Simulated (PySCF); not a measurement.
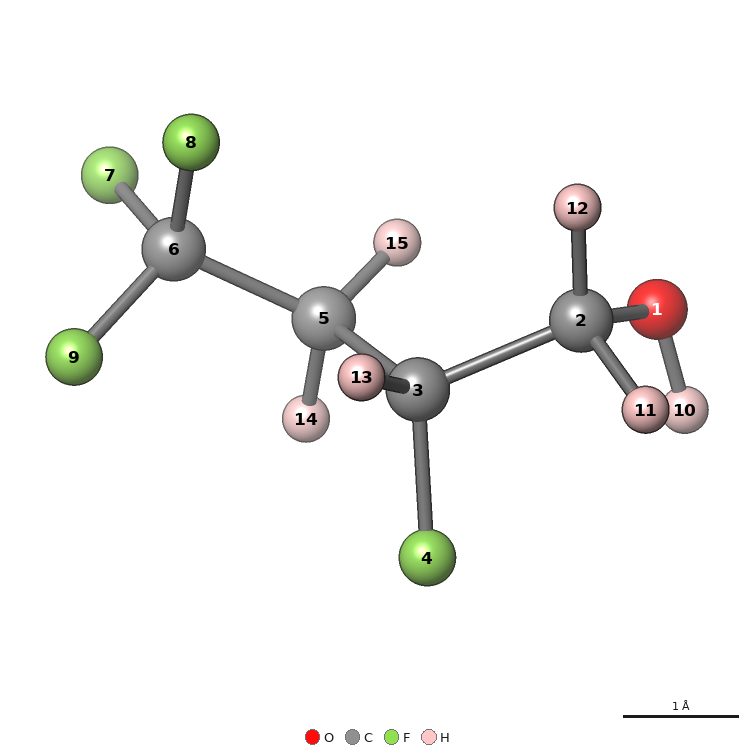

Orthographic view. Atoms fade into the background with distance from the viewer. Geometry: a frame of a GFN2-xTB molecular-dynamics simulation, not a minimum.

Write a MOL file (V2000) with the atoms in numerical order, bonds sorted by atom number with the orders drawn, and coordinates in the frame of the picture: x right, y up, z towards the viewer, origin at the mean position.

```
C4H6F4O
                    3D

 15 14  0  0  0  0  0  0  0  0999 V2000
    2.2800    0.1400   -0.5500 O   0  0  0  0  0  0  0  0  0  0  0  0
    1.6200    0.0500    0.6100 C   0  0  0  0  0  0  0  0  0  0  0  0
    0.2000   -0.5600    0.5500 C   0  0  2  0  0  0  0  0  0  0  0  0
    0.2800   -2.0200    0.3300 F   0  0  0  0  0  0  0  0  0  0  0  0
   -0.6200    0.0600   -0.6300 C   0  0  0  0  0  0  0  0  0  0  0  0
   -1.9300    0.6700   -0.2600 C   0  0  0  0  0  0  0  0  0  0  0  0
   -2.4800    1.3100   -1.3100 F   0  0  0  0  0  0  0  0  0  0  0  0
   -1.7800    1.5900    0.6500 F   0  0  0  0  0  0  0  0  0  0  0  0
   -2.7900   -0.2700    0.2100 F   0  0  0  0  0  0  0  0  0  0  0  0
    2.5200   -0.7300   -0.9500 H   0  0  0  0  0  0  0  0  0  0  0  0
    2.1800   -0.7300    1.2900 H   0  0  0  0  0  0  0  0  0  0  0  0
    1.5900    1.0300    1.1400 H   0  0  0  0  0  0  0  0  0  0  0  0
   -0.2900   -0.4500    1.5000 H   0  0  0  0  0  0  0  0  0  0  0  0
   -0.7800   -0.8100   -1.3500 H   0  0  0  0  0  0  0  0  0  0  0  0
    0.0200    0.7200   -1.2300 H   0  0  0  0  0  0  0  0  0  0  0  0
  1  2  1  0
  1 10  1  0
  2  3  1  0
  2 11  1  0
  2 12  1  0
  3  4  1  0
  3  5  1  0
  3 13  1  0
  5  6  1  0
  5 14  1  0
  5 15  1  0
  6  7  1  0
  6  8  1  0
  6  9  1  0
M  END
```
